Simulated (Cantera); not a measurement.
Feed: 1 mol Pb, 3.6 mol N₂, equilibrated at 977 °C.

Method: chemical equilibrium by Gibbs-energy minimisation in Cantera with the NASA 1993 tables (ideal gas, pure condensed phases). Candidate condensed phases: Pb; 4 gas species. Kinetics and transport are ignored.

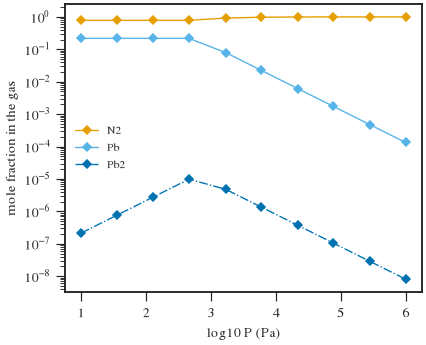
Figure: Equilibrium gas composition (values under 1e-9 drawn at 1e-9)

**Question.** Read off the mole fractions at 3.45 Torr.

**Answer.** N₂ about 0.78, Pb about 0.22, Pb₂ about 9.9e-6.
